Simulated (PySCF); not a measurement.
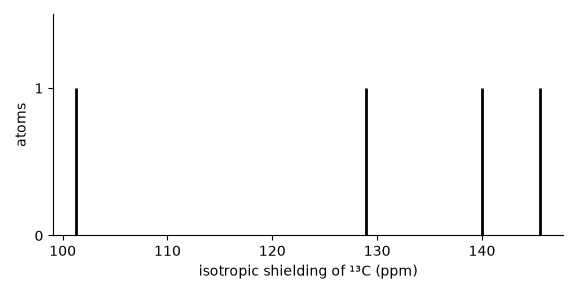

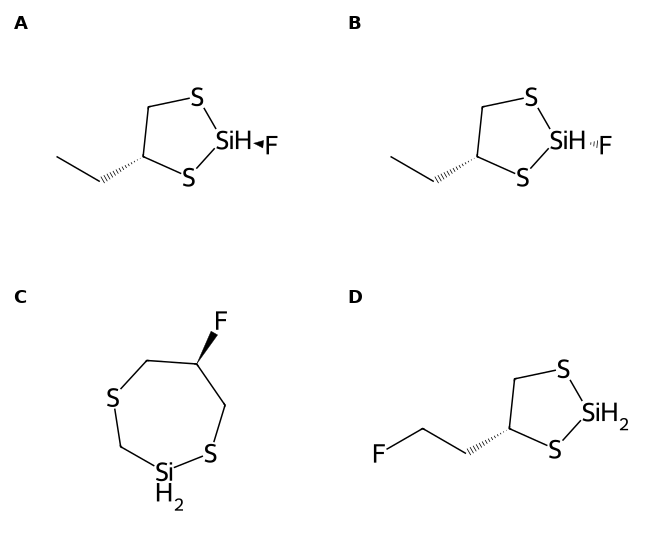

The sticks are computed shieldings of one of the molecules, for one fixed geometry (GFN2-xTB) without averaging over rotations. Low shielding means a high chemical shift. Method: GIAO PBE0/pcSseg-1 NMR shielding, non-relativistic, gas phase (PySCF 2.14.0).

Match the spectrum to a structure.

D, `FCC[C@@H]1CS[SiH2]S1`. Its 4 C atoms give lines at 101.3, 129.0, 140.0, 145.5 ppm.

The geometry is semi-empirical. Around Si such bond lengths and angles can be off by a tenth of an ångström or more and by several degrees, and values that hang on the shape move with them.
